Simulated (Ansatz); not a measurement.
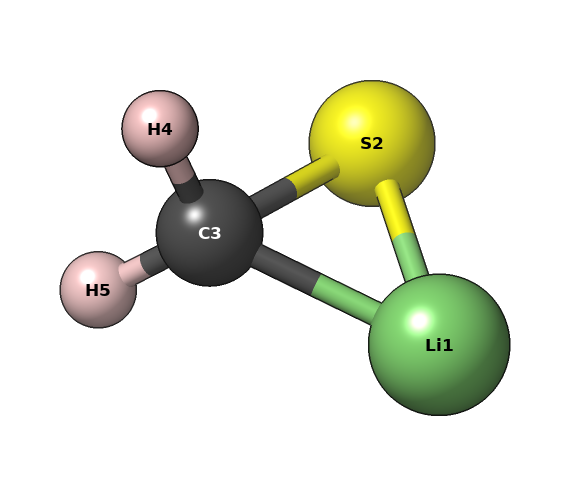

Atoms carry their numbers in the input. The species has charge −1 and is a spin singlet. The geometry was computed by an optimisation with PBE-D4/def2-SVPD. No frequency run is at hand to confirm it as a minimum.

Which atoms are bonded, and how long are the bonds?

```json
{"bond": "Li1–S2", "length (Å)": "2.162"}
{"bond": "Li1–C3", "length (Å)": "1.987"}
{"bond": "S2–C3", "length (Å)": "1.881"}
{"bond": "C3–H4", "length (Å)": "1.111"}
{"bond": "C3–H5", "length (Å)": "1.111"}
```
